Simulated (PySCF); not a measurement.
CH2F4, SMILES `[H][H].FC(F)(F)F`.

Computed with PySCF, HF/cc-pVTZ, geometry: GFN2-xTB.

The calculation's input:

```python
import numpy as np
from pyscf import gto, scf, dft
from pyscf.scf import atom_ks, atom_hf
from scipy.linalg import block_diag
from pyscf.dispersion import dftd3

def solve(mol, dm0=None, hcore=None):
    mf = scf.UHF(mol) if mol.spin else scf.RHF(mol)
    mf = mf.density_fit(auxbasis='def2-universal-jkfit')
    mf.conv_tol, mf.max_cycle = 1e-8, 80
    if hcore is not None:
        mf.get_hcore = lambda *args: hcore
    mf.kernel(dm0)
    if not mf.converged:
        mf = mf.newton().run(mf.mo_coeff, mf.mo_occ, max_cycle=30)
    assert mf.converged, 'SCF not converged'
    return mf

mol = gto.M(atom='''
H     -3.21287    -0.39091     0.00595
H     -3.24708     0.38588    -0.00513
F     -0.20811     0.64777     1.08479
C      0.15290     0.00017     0.00005
F     -0.37201    -1.20428     0.01186
F     -0.26751     0.65201    -1.06039
F      1.46346    -0.09506    -0.03637
''', basis='cc-pvtz', charge=0, spin=0, verbose=4)
mol_a = gto.M(atom='''
H     -3.21287    -0.39091     0.00595
H     -3.24708     0.38588    -0.00513
ghost-F     -0.20811     0.64777     1.08479
ghost-C      0.15290     0.00017     0.00005
ghost-F     -0.37201    -1.20428     0.01186
ghost-F     -0.26751     0.65201    -1.06039
ghost-F      1.46346    -0.09506    -0.03637
''', basis='cc-pvtz', charge=0, spin=0, verbose=4)
mol_b = gto.M(atom='''
ghost-H     -3.21287    -0.39091     0.00595
ghost-H     -3.24708     0.38588    -0.00513
F     -0.20811     0.64777     1.08479
C      0.15290     0.00017     0.00005
F     -0.37201    -1.20428     0.01186
F     -0.26751     0.65201    -1.06039
F      1.46346    -0.09506    -0.03637
''', basis='cc-pvtz', charge=0, spin=0, verbose=4)
ab, a, b = solve(mol), solve(mol_a), solve(mol_b)
e_int = ab.e_tot - a.e_tot - b.e_tot
print('counterpoise-corrected interaction energy / kcal/mol', e_int * 627.5095)
def disp(atoms, charge):
    m = gto.M(atom=atoms, charge=charge, basis='sto-3g', spin=None, unit='Bohr', verbose=0)
    return dftd3.DFTD3Dispersion(m, xc='hf', version='d3bj').get_dispersion()['energy']
e_disp = disp(mol._atom, mol.charge) - disp(mol._atom[:2], mol_a.charge) - disp(mol._atom[2:], mol_b.charge)
print('D3(BJ) part / kcal/mol', e_disp * 627.5095)
# spherically averaged free atoms, for the promolecule
atm = scf.atom_hf.get_atm_nrhf(mol)
pro = block_diag(*[(atm[a[0]][2] * atm[a[0]][3]) @ atm[a[0]][2].T for a in mol._atom])
np.savez('result.npz', e_int=e_int, e_disp=e_disp, dm_a=a.make_rdm1(), dm_b=b.make_rdm1(), c=ab.mo_coeff, occ=ab.mo_occ, eps=ab.mo_energy, pro=pro, d=[f.dip_moment(verbose=0) for f in (ab, a, b)])
```

Command:

```sh
OMP_NUM_THREADS=1 python input.py
```

The run took 5.2 s on 1 thread of Arm Neoverse V1, with other jobs on the host, peak memory 0.31 GiB.

Partitions, critical points and surface values were worked out afterwards from this run's density.

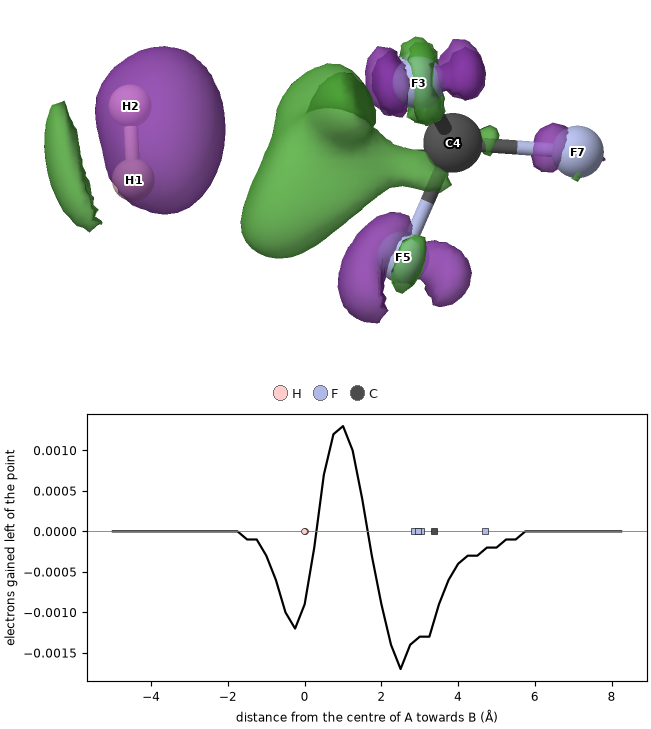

Density of the complex less the densities of the two fragments at the same geometry, ±0.0004 e/Å³ (purple: gain, green: loss). Fragment A: H2 (atoms 1–2); fragment B: CF4. Below: the charge-displacement curve along the line of centres (A on the left).

> Which way does charge flow?

Hirshfeld charges show almost no net transfer (under 0.005 e). 0.01 e is displaced in all, which induces a dipole of 0.01 D.

> What is the interaction energy, and which contacts carry it?

The counterpoise-corrected interaction energy of the frozen fragments is +0.3 kcal/mol without dispersion correction and −0.3 kcal/mol with D3(BJ). The pair geometry is semi-empirical, not a minimum at this level. Contacts: H1···F5, 2.96 Å, ρ = 0.003 a.u.; H2···F6, 3.17 Å, ρ = 0.002 a.u. The pose is a local one from a semi-empirical search, not shown to be the most stable.
